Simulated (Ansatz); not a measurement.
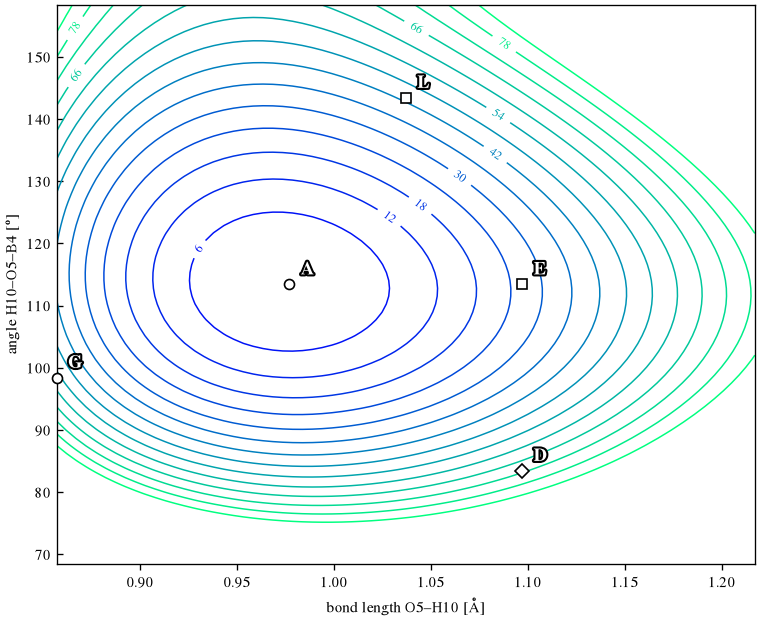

BClH5NOSi, SMILES N[SiH](Cl)BO. 
- First axis: bond length O5–H10. Second axis: angle H10–O5–B4.
- Nothing is relaxed (all other coordinates rigid).
- The scan uses a 7 × 7 grid.
- Points are written as (first, second).
- All energies are given in kJ/mol relative to the relaxed molecule at the same level.
- Method: RKS PBE-D4/def2-TZVP (Ansatz).

In the figure: contour lines labelled in kJ/mol (none above 84), lettered points. Between grid points the surface is interpolated.

What kind of point is each of A, D, L: minimum, saddle, maximum or slope?

Answer. A: minimum; D: on a slope; L: on a slope. (In these two coordinates alone; a stationary point may lie a little off the grid point.)

Rank the lettered points by energy, lowest first.

Answer. A (0 kJ/mol), E (26 kJ/mol), L (43 kJ/mol), G (56 kJ/mol), D (71 kJ/mol).
